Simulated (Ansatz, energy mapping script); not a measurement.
# Spin model of RbCrBr3 in the perovskite structure from collinear orders, part 2 of 2

Wanted: the magnetic order of RbCrBr3 in the perovskite structure, its couplings and an estimate of its ordering temperature, by PBEsol+U (3.32 eV).

PBEsol with U = 3.32 eV on Cr d, ortho-atomic projectors; plane waves, U on orthogonalised atomic orbitals unless named otherwise, collinear spin, no spin–orbit coupling.

So far. Step 3 (Order 1: parallel, cell A of 10 atoms): The run ends ferromagnetic.

**4. Compensated +− start in cell A (10 atoms)**

This order reverses 4 of the 6 neighbours at 5.25 Å, counted for an average magnetic atom.

File input.yaml:

```yaml
crystal:
  lattice:
    - [0.0, 0.0, 5.24958987]
    - [5.24958987, 5.24958987, 0.0]
    - [-5.24958987, 5.24958987, 0.0]
  atoms:
    - { symbol: Rb, position: [0.5, 0.0, 0.5] }
    - { symbol: Rb, position: [0.5, 0.5, 0.0] }
    - { symbol: Cr, position: [0.0, 0.0, 0.0], spin: 3.0 }
    - { symbol: Cr, position: [0.0, 0.5, 0.5], spin: -3.0 }
    - { symbol: Br, position: [0.5, 0.0, 0.0] }
    - { symbol: Br, position: [0.5, 0.5, 0.5] }
    - { symbol: Br, position: [0.0, 0.25, 0.25] }
    - { symbol: Br, position: [0.0, 0.75, 0.75] }
    - { symbol: Br, position: [0.0, 0.25, 0.75] }
    - { symbol: Br, position: [0.0, 0.75, 0.25] }
magnetization:
  spin_polarized: true
kpoints:
  mp_grid: { grid: [7, 5, 5] }
hamiltonian:
  xc: pbesol
  hubbard:
    sites:
      - { species: Cr, l: d, u_eff: 3.32 }
      - { site: 2, l: d, u_eff: 3.32, starting_ns: [{ spin: up, occupation_matrix: cr3_major }, { spin: down, occupation_matrix: cr3_minor }] }
      - { site: 3, l: d, u_eff: 3.32, starting_ns: [{ spin: up, occupation_matrix: cr4_minor }, { spin: down, occupation_matrix: cr4_major }] }
    projectors: ortho-atomic
    occupation_matrices:
      cr3_major:
        matrix:
          - [0.717, 0.0, 0.0, 0.0, 0.0]
          - [0.0, 0.994, 0.0, 0.0, 0.0]
          - [0.0, 0.0, 0.994, 0.0, 0.0]
          - [0.0, 0.0, 0.0, 0.71, 0.0]
          - [0.0, 0.0, 0.0, 0.0, 0.994]
      cr3_minor:
        matrix:
          - [0.113, 0.0, 0.0, 0.0, 0.0]
          - [0.0, 0.038, 0.0, 0.0, 0.0]
          - [0.0, 0.0, 0.038, 0.0, 0.0]
          - [0.0, 0.0, 0.0, 0.113, 0.0]
          - [0.0, 0.0, 0.0, 0.0, 0.038]
      cr4_major:
        matrix:
          - [0.717, 0.0, 0.0, 0.0, 0.0]
          - [0.0, 0.994, 0.0, 0.0, 0.0]
          - [0.0, 0.0, 0.994, 0.0, 0.0]
          - [0.0, 0.0, 0.0, 0.71, 0.0]
          - [0.0, 0.0, 0.0, 0.0, 0.994]
      cr4_minor:
        matrix:
          - [0.113, 0.0, 0.0, 0.0, 0.0]
          - [0.0, 0.038, 0.0, 0.0, 0.0]
          - [0.0, 0.0, 0.038, 0.0, 0.0]
          - [0.0, 0.0, 0.0, 0.113, 0.0]
          - [0.0, 0.0, 0.0, 0.0, 0.038]
scf:
  occupations: { method: fermi_dirac, width: 0.05 }
output:
  eigenvalues: true
  write_density: true
  write_potential: true
  elf: true
  volumetric_format: npy
```

Command:

```
$ ansatz run input.yaml --threads 4 --pin off --max-ram 8192MiB --backend cpu --events-out ev --progress --plain --runs-dir out
```

Numbers of over 12 decimals in the logs are rounded to 6 here.

What it wrote:

```text
[...]
Crystal: 10 atoms, lattice volume = 289.338 Å³
Basis set: ecut = 420 eV, 5633 PW (Γ)
Bands: 57, of which v1, the nominal top of the filled ones, is band 44 counted from 1 (43 counted from 0)
Symmetry: 16 space group operations
[...]
k-points: 24 of 175
[...]
Starting moments: Σ|m| = 6 μB on 2 of 10 sites
Starting magnetic order: antiferromagnet; a translation exchanges its spin sublattices: spin-degenerate at every k-point
[...]
SCF iter   1: F=—  HF=-29559.506551 eV  |F-HF|=—  |Δ(HF+E_count)|=         —  Δρ=3.05e-2 (↑3.05e-2 ↓3.05e-2)  dr2=5.72e0  dr2_m=1.56e0  M=0.000 μB ∫|m|=8.490 μB  β_m=1.00  ethr=3.10e-3  ⟨swp⟩=8.1  Hψ=6123  notcnv=0  defer=68
[...]
SCF iter  15: F=-29558.591179 eV  HF=-29558.591179 eV  |F-HF|=3.01e-8  |Δ(HF+E_count)|=   1.24e-7  Δρ=2.54e-6 (↑2.54e-6 ↓2.54e-6)  dr2=6.07e-8  dr2_m=5.31e-9  M=0.000 μB ∫|m|=8.677 μB  ethr=1.14e-10  ⟨swp⟩=14.6  Hψ=6937  notcnv=0
SCF 1 converged in 15 iterations: F = -29558.591179 eV  dr2 = 6.07e-8
[...]
SCF converged after 15 iterations
Magnetization: 0.0000 μB (44.0000 up, 44.0000 down)
Absolute magnetization: 8.6742 μB (∫|ρ↑−ρ↓|, with the PAW one-centre terms)
[...]
Per-site moments (μB) at R_I (Å): [(-3.9849841585281855e-16, 1.531208), (3.9849841585281855e-16, 1.531208), (3.694364, 1.082728), (-3.694364, 1.082728), (-0.047835, 1.082728), (0.047835, 1.082728), (3.6802877189959743e-16, 1.082728), (-3.8925377162200745e-16, 1.082728), (-6.038796533336789e-17, 1.082728), (3.916296561095807e-17, 1.082728)]
Free energy (F): -29558.591179 eV
[...]
Internal energy: -29558.548103 eV  (E = F + TS)
E sigma→0 (E₀):  -29558.569641 eV
Entropy (-TS):   -0.043076 eV (-4.308 meV/atom)
Fermi energy:    5.056490 eV
[...]
--- Specified on-site occupations, and those of the state reported ---
  electrons in the specified blocks: 9.4980 specified, 9.4659 found
[...]
--- Band table (eV; the first three rows and the last of 48) ---
  k-point 0 ↑: bands = [... 40 lower, 3.3247, 3.3247, 3.7388, 4.0333, 5.1021, 7.6201, 8.3247, 8.5186, ... 9 higher]
  k-point 1 ↑: bands = [... 40 lower, 3.2531, 3.3989, 3.6137, 4.0679, 5.1423, 7.9938, 8.4850, 8.6172, ... 9 higher]
  k-point 2 ↑: bands = [... 40 lower, 3.3503, 3.3595, 3.4711, 4.0973, 5.2128, 8.5070, 8.7539, 8.7879, ... 9 higher]
  k-point 23 ↓: bands = [... 40 lower, 3.6320, 3.6413, 3.7060, 4.7710, 5.8578, 9.0742, 9.2494, 9.3166, ... 9 higher]
Occupation matrices written to <dir>
```

It took 10 s on 4 threads of Arm Neoverse V2, shared host; peak memory 1.1 GiB; 38 s of CPU time.

Spin moment in the sphere by atom:

```csv
atom,spin moment in the sphere (μB)
Rb1,0.00
Rb2,0.00
Cr3,3.69
Cr4,-3.69
Br5,-0.05
Br6,0.05
Br7,0.00
Br8,0.00
Br9,0.00
Br10,0.00
```

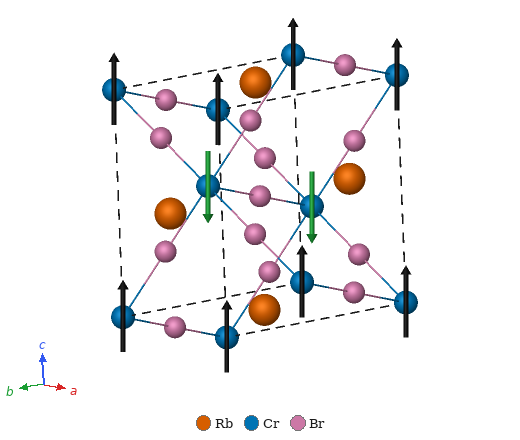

Spin moment in the sphere as arrows, the longest 3.69 μB. Up and down stand for the sign. Arrows give size and sign along the axis of quantisation, drawn up and down the page. The two directions have two colours. Some periodic images of atoms are drawn too.

The run ends antiferromagnetic, 263.80 meV a magnetic atom above the parallel order of its cell (energies taken at zero occupation width, not the printed F).

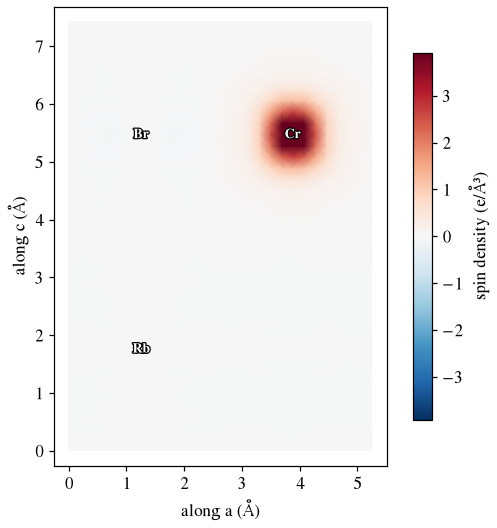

Spin density in the ac plane at fractional y = 0.000, with atoms of Rb and Cr and Br within 0.2 Å of it. The map starts off the cell's origin, so that atoms lie inside it.

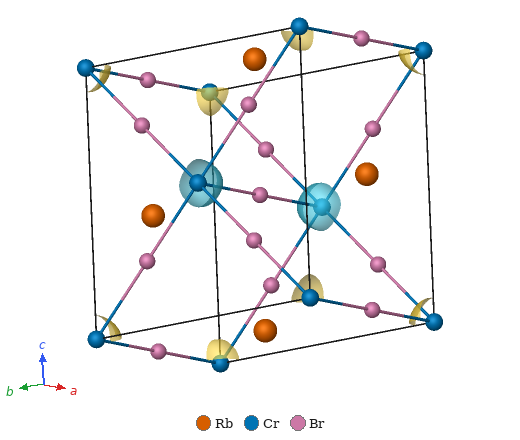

Surfaces of spin density = ±0.9 e/Å³, which hold about 50 % of the integral of its size. The two colours are the two signs.

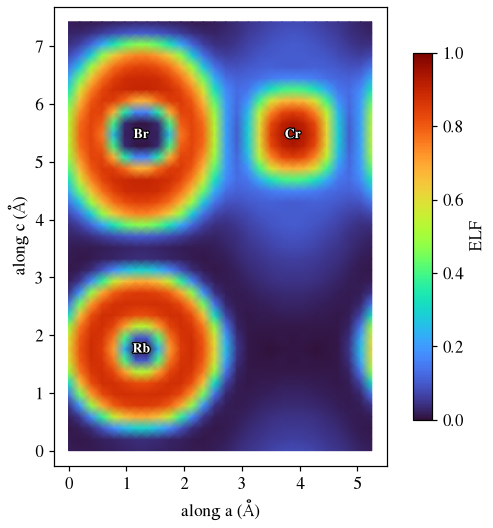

ELF in the ac plane at fractional y = 0.000, with atoms of Rb and Cr and Br within 0.2 Å of it. It is the smooth field of the valence electrons, not physical close to the nuclei. The map starts off the cell's origin, so that atoms lie inside it.

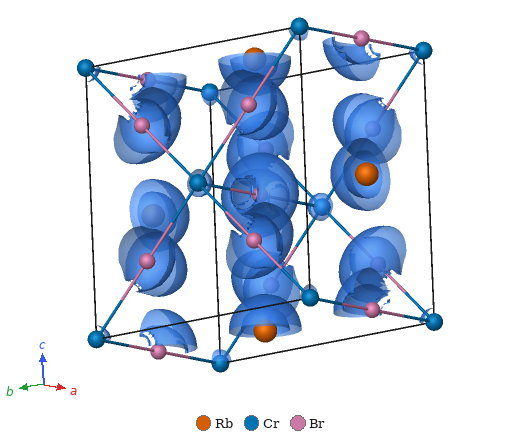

Surface of ELF = 0.85.

**5. Mapping onto a Heisenberg model**

Each energy difference is a sum of couplings weighted by the pairs that the order reverses. A few near shells are fitted to the differences by least squares. Energies are those extrapolated to zero occupation width, not the free energies F.

The orders side by side; each is measured from the parallel order in the same cell and on the same mesh:

```csv
order,atoms,energy (meV a magnetic atom),moments (μB),moments kept as typed,opposed neighbours at 5.25 Å
parallel,10,0.00,3.72,yes,0
compensated +−,10,263.80,3.69,yes,4
```

The Heisenberg fit (each pair counts twice, positive J is ferromagnetic):

```csv
pair,distance (Å),neighbours,J (meV)
Cr–Cr,5.25,6,33.0
```

Limits of this fit: with one coupling alone, temperatures are a scale of energy; one energy difference fixes this value, which holds the part of every shell that the order reverses.

In mean field these couplings order at 1531 K.

**6. Ordering temperature by Monte Carlo**

Mean field ignores fluctuations and overstates the ordering temperature, so the model is also sampled. The heat capacity peaks where order sets in.

Classical unit spins with these couplings on 6×6×10 copies of a cell that holds the lowest order (720 spins), heat-bath sweeps, cooled from random directions, 1500 sweeps to settle and 4500 measured at each temperature, averaged over 4 runs.

```csv
T (K),order along the lowest pattern,net moment,heat capacity (k_B a spin)
184,0.94,0.94,1.03
314,0.90,0.90,1.10
510,0.82,0.82,1.18
640,0.77,0.77,1.33
771,0.70,0.70,1.44
966,0.55,0.55,1.86
1032,0.47,0.47,2.10
1097,0.37,0.37,2.29
1227,0.17,0.17,0.97
1358,0.11,0.11,0.56
1553,0.08,0.08,0.34
1684,0.07,0.07,0.28
```

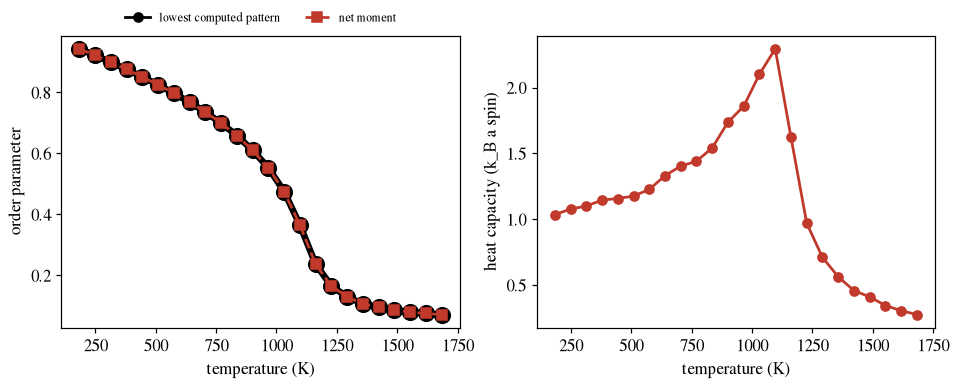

Order parameter and heat capacity against temperature.

The smoothed heat capacity peaks at 1061 K.

**7. Summary of results**

- lowest order tried: parallel
- largest fitted value, Cr–Cr at 5.25 Å: 33.0 meV
- ordering temperature, mean field: 1531 K
- heat-capacity peak, Monte Carlo: 1061 K

**Reading.** Of the orders tried, RbCrBr3 in the perovskite structure prefers parallel moments under PBEsol+U (3.32 eV). Orders that were not tried, spirals among them, may lie lower. The one fitted coupling is the Cr–Cr pair at 5.25 Å, ferromagnetic at 33 meV, across a ligand at about 180°. It also takes up the part of reversed shells that are not fitted, so neither its size nor its rank as a single path is established. The orders also reverse pairs at 7.42 Å, which are not fitted, so the fitted values hold their part too. No fitted order reverses the pairs at 9.09 and 10.50 Å, so their coupling is unknown and is set to zero in the model. 1 energy difference fixes 1 coupling with none to spare, so the fit tests nothing. In the fitted orders moments change by up to 0.57 % against the parallel run of the same cell, so their size stays put. Every order is gapless on its mesh at this level. In a metal exchange reaches farther, and a short model of fixed moments is less apt; where the compound is in fact an insulator, these couplings come from a wrongly metallic state. Monte Carlo puts the peak at 0.69 of the mean-field temperature, since mean field leaves out fluctuations. In tests on simple cubic and body-centred models such peaks lay 5 to 6 % under the bulk value. With one coupling alone these temperatures are a scale of energy; further couplings, frustrating ones above all, would move them. The cell was built from a prototype and relaxed; a distortion that needs a larger cell, or another structure that the compound may prefer, is not captured.

[Logs and program files are shortened in this print: banners, set-up blocks, solver, clock and traceback lines can be left out without a mark of their own.]

[Logs are printed without paths, hosts, clocks, repeated set-up lines and the standing remarks that a program may print on its own settings, such as how far it seeks lower states.]

[Hosts, paths, dates, database ids (printed as entryN), source tags and the programs' standing remarks are cut or masked in the printed files.]

[Where a cell is said to come from a database of computed structures, the database is the Materials Project.]
